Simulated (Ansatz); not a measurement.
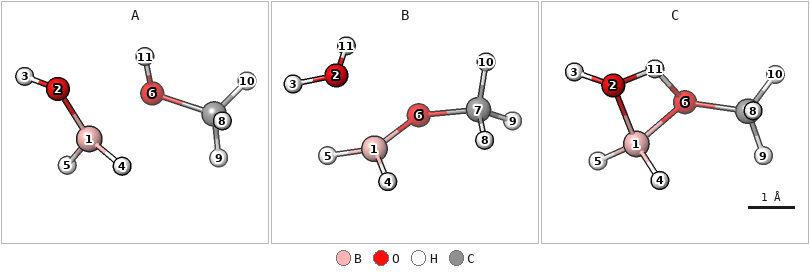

3 geometries from a converged minimum-energy path of CH7BO2, shuffled. A ball-and-stick model, seen at a tilt.

Theory: RKS revPBE-D4/6-31G* in Ansatz 0.2.0. Set-up: 7 movable images; climbing image; force threshold 0.05 eV/Å; iteration limit 60; starting path through a guess of the saddle point.

### Which frame is the top of the path?

C. In order along the path, whose images run from 0 to 8: A (image 1, +0.1 kcal/mol), C (image 4, +10.3 kcal/mol), B (image 8, +0.3 kcal/mol). Breaking: B1–O2 (1.41 → 1.60 at the top → 2.19 Å), O6–H11 (0.98 → 1.26 at the top → 2.49 Å). Forming: B1–O6 (1.95 → 1.58 at the top → 1.38 Å), O2–H11 (2.36 → 1.24 at the top → 0.98 Å).
